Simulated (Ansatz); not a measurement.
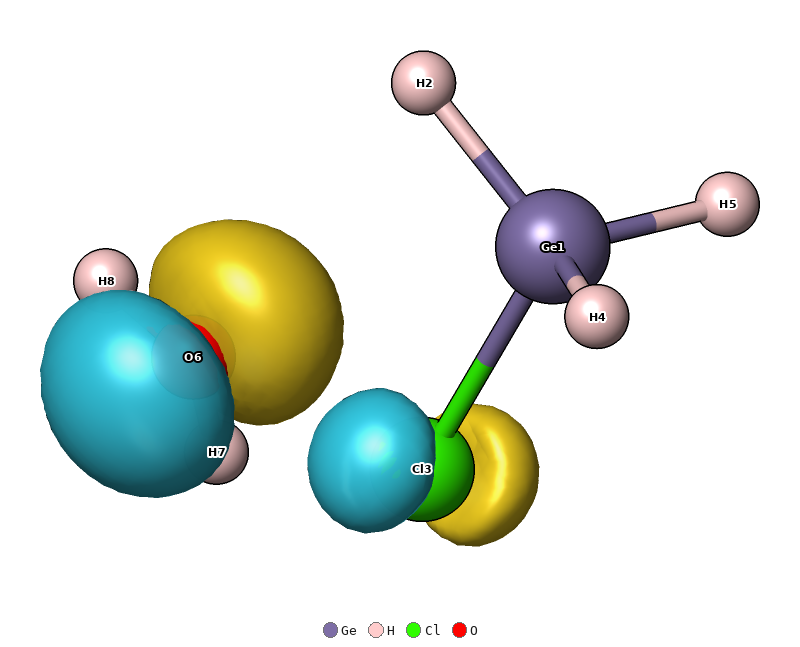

*ClGeH3···H2O. One frontier orbital at ±0.2 Å⁻³ᐟ² (yellow and cyan are the two phases), seen at an oblique angle.*

The calculation used Ansatz, RKS B3LYP-D4/def2-SVP.

```xyz
8

Ge   -0.2413   -0.2849   -0.0931
H    -0.4344   -0.5033    1.4124
Cl    1.9184   -0.3981   -0.5176
H    -0.7510    1.0665   -0.5998
H    -0.8534   -1.4535   -0.8902
O     1.2023    2.0527    1.4269
H     1.8530    1.6943    0.8031
H     1.4372    1.6151    2.2570
```

Q: Which orbital is it: HOMO or LUMO?

A: The HOMO, at −8.18 eV. Its weight (Hirshfeld) is mainly on O6 (about 75 %) and Cl3 (about 15 %); largely a lone pair of O6.
